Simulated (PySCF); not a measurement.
# One shape, several levels: Si2H3OF3 (SMILES F[SiH2]O[SiH](F)F)

We compute a comparison of 6 runs (HF/STO-3G, HF/def2-SVP, B3LYP/6-31G*, PBE/pcseg-1, PBE0/def2-SVP) of Si2H3OF3. 

Program for the calculation: PySCF 2.14.0.

## 1. Starting point

Si2H3OF3: 9 atoms, total charge 0, spin state singlet. SMILES: `F[SiH2]O[SiH](F)F`. The shape is that of a PBE0-D4/def2-TZVP optimisation. This is one conformer, not always the lowest.

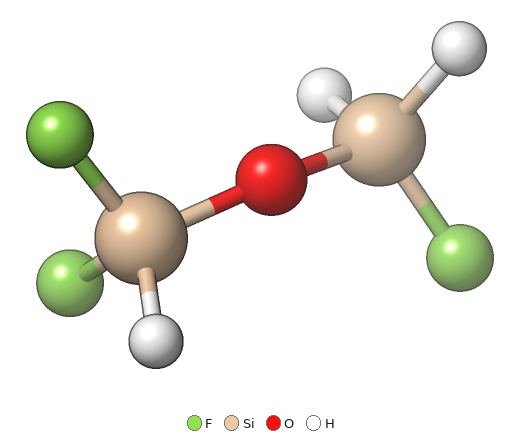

The structure, seen from a chosen angle (fluorine green, silicon light orange, oxygen red, hydrogen white).

## 2. Energy and forces at HF/STO-3G (run 1)

Input file calc.py:

```python
# F[SiH2]O[SiH](F)F
import pyscf.grad
from pyscf import gto

mol = gto.M(
    atom='''
F     -0.304800    -2.387300     0.791500
Si     0.768900    -1.391000     0.172100
O      0.203300     0.127000     0.315300
Si    -0.687900     1.394200    -0.105800
F     -1.497100     1.065300    -1.423200
F      0.272200     2.602300    -0.438000
H      2.007200    -1.501900     0.965100
H      0.940500    -1.738400    -1.252600
H     -1.613900     1.783400     0.958500
''',
    verbose=3,
    max_memory=1860,
    basis='sto-3g',
    spin=0,
)

calc0 = mol.RHF()
calc0.conv_tol = 1e-10
calc0.kernel()
if not calc0.converged:
    calc0 = calc0.newton().run(calc0.mo_coeff, calc0.mo_occ)

e_tot = calc0.e_tot
print('E = %.10f Eh' % e_tot)
grad = calc0.Gradients().kernel()
dip = calc0.dip_moment()
pop, q = calc0.mulliken_pop()
```

Run with:

```sh
$ OMP_NUM_THREADS=1 python calc.py
```

The program printed:

```text
converged SCF energy = -941.026241146263
E = -941.0262411463 Eh
--------------- RHF gradients ---------------
         x                y                z
0 F     0.0120543835     0.0090941065    -0.0063739821
1 Si    -0.0230973020    -0.0205186445     0.0166320252
2 O     0.0002955156     0.0019449047     0.0003127032
3 Si     0.0096502330     0.0174260779    -0.0352530310
4 F     0.0066227798     0.0033412355     0.0130611563
5 F    -0.0102707665    -0.0110179633     0.0042718100
6 H     0.0203218253    -0.0015671895     0.0178230123
7 H    -0.0009776743    -0.0056004662    -0.0261418193
8 H    -0.0145989945     0.0068979388     0.0156681254
----------------------------------------------
Dipole moment(X, Y, Z, Debye):  0.52375, -0.27616,  0.31219
 ** Mulliken pop  **
pop of  0 F 1s            1.99913
pop of  0 F 2s            1.95577
pop of  0 F 2px           1.74302
pop of  0 F 2py           1.76659
pop of  0 F 2pz           1.88414
pop of  1 Si 1s           1.99961
pop of  1 Si 2s           1.98709
pop of  1 Si 3s           1.07911
pop of  1 Si 2px          1.96574
pop of  1 Si 2py          1.96422
pop of  1 Si 2pz          1.96573
pop of  1 Si 3px          0.68306
pop of  1 Si 3py          0.53062
pop of  1 Si 3pz          0.77001
pop of  2 O 1s            1.99725
pop of  2 O 2s            1.76409
pop of  2 O 2px           1.71917
pop of  2 O 2py           1.37282
pop of  2 O 2pz           1.84674
pop of  3 Si 1s           1.99961
pop of  3 Si 2s           1.98685
pop of  3 Si 3s           1.00099
pop of  3 Si 2px          1.96568
pop of  3 Si 2py          1.96569
pop of  3 Si 2pz          1.96592
pop of  3 Si 3px          0.63180
pop of  3 Si 3py          0.57905
pop of  3 Si 3pz          0.65957
pop of  4 F 1s            1.99911
pop of  4 F 2s            1.95522
pop of  4 F 2px           1.83626
pop of  4 F 2py           1.92023
pop of  4 F 2pz           1.64968
pop of  5 F 1s            1.99910
pop of  5 F 2s            1.95504
pop of  5 F 2px           1.78625
pop of  5 F 2py           1.69309
pop of  5 F 2pz           1.92309
pop of  6 H 1s            1.17198
pop of  7 H 1s            1.17829
pop of  8 H 1s            1.18362
 ** Mulliken atomic charges  **
charge of    0F =     -0.34865
charge of    1Si =      1.05480
charge of    2O =     -0.70006
charge of    3Si =      1.24485
charge of    4F =     -0.36050
charge of    5F =     -0.35657
charge of    6H =     -0.17198
charge of    7H =     -0.17829
charge of    8H =     -0.18362
```

It took 2.6 s on 1 thread of Intel Xeon at 2.70GHz, shared host; peak memory 0.12 GiB.

## 3. Energy and gradient at HF/def2-SVP (run 2)

Input file calc.py:

```python
from pyscf import gto

mol = gto.Mole()
mol.atom = '''
F   -0.304800  -2.387300   0.791500
Si   0.768900  -1.391000   0.172100
O    0.203300   0.127000   0.315300
Si  -0.687900   1.394200  -0.105800
F   -1.497100   1.065300  -1.423200
F    0.272200   2.602300  -0.438000
H    2.007200  -1.501900   0.965100
H    0.940500  -1.738400  -1.252600
H   -1.613900   1.783400   0.958500
'''
mol.basis = 'def2-svp'
mol.charge = 0
mol.max_memory = 1860
mol.verbose = 4
mol.build()

mf = mol.RHF()
mf.conv_tol = 1e-10
mf.kernel()
if not mf.converged:
    mf = mf.newton().run(mf.mo_coeff, mf.mo_occ)

energy = mf.e_tot
print('Final energy', energy)
grad = mf.nuc_grad_method().kernel()
dip = mf.dip_moment()
pop, q = mf.mulliken_pop()
```

Run with:

```sh
$ OMP_NUM_THREADS=1 python calc.py
```

The program printed:

```text
PySCF version 2.14.0

[... 63 lines left out ...]
converged SCF energy = -952.599936162812
Final energy -952.5999361628117
[... 11 lines left out ...]
Dipole moment(X, Y, Z, Debye):  0.78502, -0.25807,  0.60295
[... 117 lines left out ...]
charge of    8H =     -0.17556
```

It took 12 s on 1 thread of Intel Xeon at 2.70GHz, shared host; peak memory 0.24 GiB.

Runs 3 to 5 aren't shown in full; the table further down has their settings and results.

## 4. Energy and forces at PBE0/def2-SVP (run 6)

Input file mol.xyz:

```xyz
9

F     -0.304800    -2.387300     0.791500
Si     0.768900    -1.391000     0.172100
O      0.203300     0.127000     0.315300
Si    -0.687900     1.394200    -0.105800
F     -1.497100     1.065300    -1.423200
F      0.272200     2.602300    -0.438000
H      2.007200    -1.501900     0.965100
H      0.940500    -1.738400    -1.252600
H     -1.613900     1.783400     0.958500
```

Input file calc.py:

```python
# F[SiH2]O[SiH](F)F
from pyscf import gto, dft

mol = gto.M(
    atom='mol.xyz',
    max_memory=1860,
    verbose=4,
    spin=0,
    basis='def2-svp',
)

ks = dft.RKS(mol)
ks.xc = 'pbe0'
ks.conv_tol = 1e-10
ks.grids.level = 5
ks.kernel()
if not ks.converged:
    ks = ks.newton().run(ks.mo_coeff, ks.mo_occ)

energy = ks.e_tot
print('Final energy', energy)
grad = ks.nuc_grad_method().kernel()
dip = ks.dip_moment()
pop, q = ks.mulliken_pop()
```

Run with:

```sh
$ OMP_NUM_THREADS=1 python calc.py
```

The program printed:

```text
PySCF version 2.14.0

[... 76 lines left out ...]
converged SCF energy = -954.721313113069
Final energy -954.7213131130688
[... 12 lines left out ...]
Dipole moment(X, Y, Z, Debye):  0.66060, -0.24276,  0.51517
[... 117 lines left out ...]
charge of    8H =     -0.11967
```

Run time: 67 s. Hardware: 1 thread of Intel Xeon at 2.70GHz, shared host; peak memory 1.1 GiB.

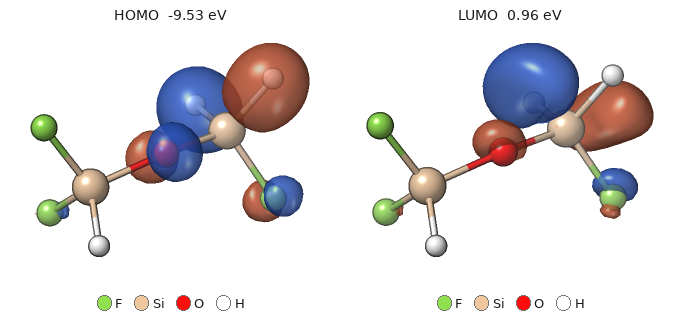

Frontier orbitals of this run, surfaces at ±0.2 Å^-3/2.

## 5. Overview of the runs

| run | level | integration grid | Cartesian functions | energy (Eh) | dipole moment (D) | HOMO energy (eV) | LUMO energy (eV) | wall time |
| --- | --- | --- | --- | --- | --- | --- | --- | --- |
| 1 | HF/STO-3G | – | no | -941.026241 | 0.67 | -9.29 | 11.38 | 2.6 s |
| 2 | HF/def2-SVP | – | no | -952.599936 | 1.02 | -13.30 | 4.45 | 12 s |
| 3 | B3LYP/6-31G* (spherical functions) | 5 | no | -955.805514 | 0.84 | -9.21 | 0.65 | 45 s |
| 4 | B3LYP/6-31G* (Cartesian functions) | 5 | yes | -955.814477 | 0.84 | -9.22 | 0.60 | 46 s |
| 5 | PBE/pcseg-1 | 5 | no | -955.045838 | 0.94 | -8.18 | -0.40 | 73 s |
| 6 | PBE0/def2-SVP | 5 | no | -954.721313 | 0.87 | -9.53 | 0.96 | 67 s |

## 6. Outcome

| quantity | value |
| --- | --- |
| run 6: total energy | -954.72131 Eh |
| run 6: dipole moment | 0.87 D |
| run 6: HOMO energy | -9.53 eV |
| run 6: LUMO energy | 0.96 eV |
| run 6: HOMO–LUMO gap | 10.49 eV |
| run 6: largest force on an atom | 1.079 eV/Å |

What this shows: The dipole moment (its size) runs from 0.67 D (HF/STO-3G) to 1.02 D (HF/def2-SVP). The HOMO–LUMO gap runs from 7.79 eV (PBE/pcseg-1) to 20.67 eV (HF/STO-3G). The two ends differ in method and basis. Totals of different functionals can't be ranked against each other. In run 1 the basis is minimal, so the values are rough. All runs together took 4.1 min, the longest 73 s.
